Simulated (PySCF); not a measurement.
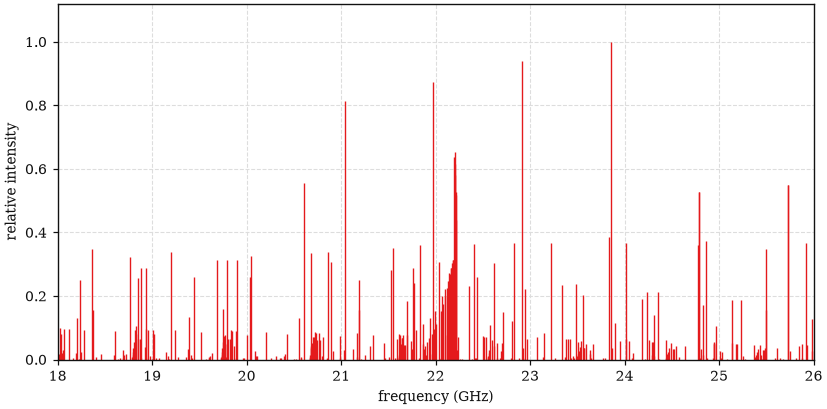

Simulated rotational absorption lines between 18 and 26 GHz at 5 K: rigid rotor with the equilibrium constants and dipole of one optimised conformer (PBE0-D3(BJ)/def2-SVP, PySCF 2.14.0), commonest isotopes; no centrifugal distortion, hyperfine structure, internal rotation or nuclear-spin weights; lines within 1 MHz of each other are summed.

### Which molecule gives this spectrum?
A. C₇H₁₄OSi, SMILES C=C/C(=C\CO[SiH3])CC
B. BSi₂NH₇Br, SMILES BN([SiH3])[SiH2]Br
C. C₅H₈OSi, SMILES C=CO[SiH2]C#CC

Option A. Rotational constants A, B, C = 2.938, 0.4957, 0.4432 GHz, |μa|, |μb|, |μc| = 0.37, 0.78, 0.09 D.

Known limits of this run: coarse grid, loose stop and no frequency check, small forces are noise and the end may be a saddle.
